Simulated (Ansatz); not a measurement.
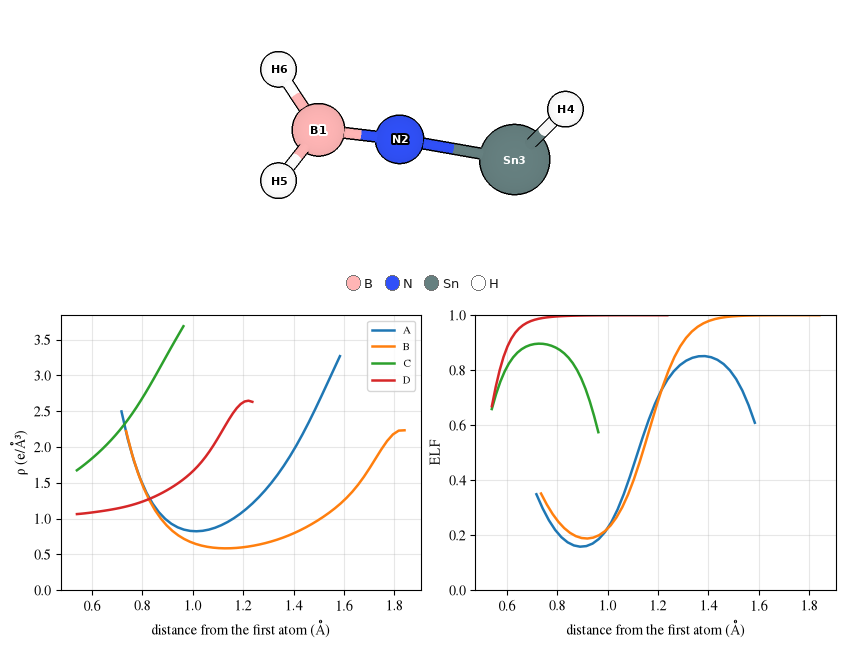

Figure. BH₃NSn (SMILES B[N]=[SnH-]) (charge −1). Electron density and ELF along straight lines between neighbouring atoms. The curves leave out the atomic cores. The structure is drawn too.

Geometry: B3LYP-D3(BJ)/def2-SVPD; core potentials replace the inner electrons of Sn.

The calculation used Ansatz 0.2.0, isolated molecule in a Gaussian basis; Kohn-Sham density functional theory, functional PBE0.

```yaml
atoms:
  - { symbol: B, position_ang: [0.5947, 0.6887, -1.0351] }
  - { symbol: N, position_ang: [0.9149, -0.0916, 0.0215] }
  - { symbol: Sn, position_ang: [1.3630, -1.3991, 1.4389] }
  - { symbol: H, position_ang: [1.6226, -0.1856, 2.7974] }
  - { symbol: H, position_ang: [-0.5703, 1.0089, -1.2984] }
  - { symbol: H, position_ang: [1.4446, 1.1439, -1.8093] }
```

> Which curve belongs to which contact (B–H, B–N, Sn–H and Sn–N)? The first atom named is at distance zero.

Curve A: Sn–N (1.98 Å): the density is about 0.83 e/Å³ at the midpoint; the ELF peaks at about 0.85 in the valence shell of N, 0.6 Å from its nucleus, and drops to about 0.15 between the two atoms. Curve B: Sn–H (1.84 Å): ρ is about 0.83 e/Å³ halfway; the ELF climbs to about 1 towards the hydrogen. Curve C: B–N (1.35 Å): ρ is about 2.1 e/Å³ halfway; the ELF peaks at about 0.90 between the atoms (a polar covalent bond). Curve D: B–H (1.24 Å): the density is about 1.1 e/Å³ at the midpoint; the ELF climbs to about 1 towards the hydrogen; an ordinary covalent bond to hydrogen.
